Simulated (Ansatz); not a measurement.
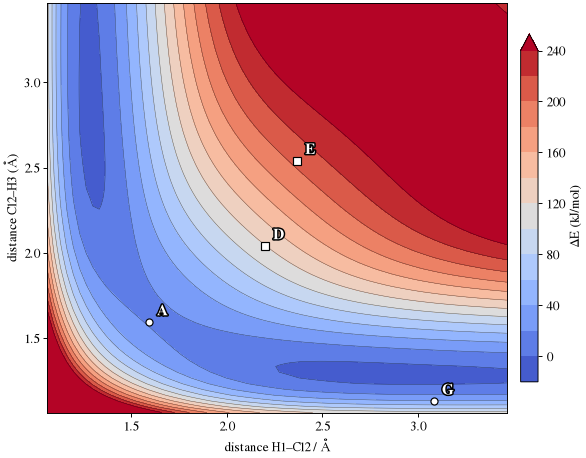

The system H⁻ + ClH. The first coordinate is: distance H1–Cl2; the second: distance Cl2–H3. Nothing is relaxed (the angle H1–Cl2–H3 is fixed at 180 degrees). The grid has 17 × 17 points; 153 points were computed and 136 follow by symmetry. Energies: kJ/mol, counted from H with charge -1 far from the relaxed ClH (each part in its own basis). The restricted reference is unstable at some or all points, so the energies there are unreliable. Computed with Ansatz, RHF-MP2, frozen core/aug-cc-pVTZ.

Drawn: filled contours, one colour for all values above the top of the scale, lettered points. Between grid points the surface is interpolated.

What kind of point is each of A, D, E, G: minimum, saddle, maximum or slope?

Answer. A: saddle point; D: on a slope; E: on a slope; G: on a slope. (In these two coordinates alone; a stationary point may lie a little off the grid point.)

Rank the lettered points by energy, lowest first.

Answer. A (19 kJ/mol), G (43 kJ/mol), D (119 kJ/mol), E (205 kJ/mol).
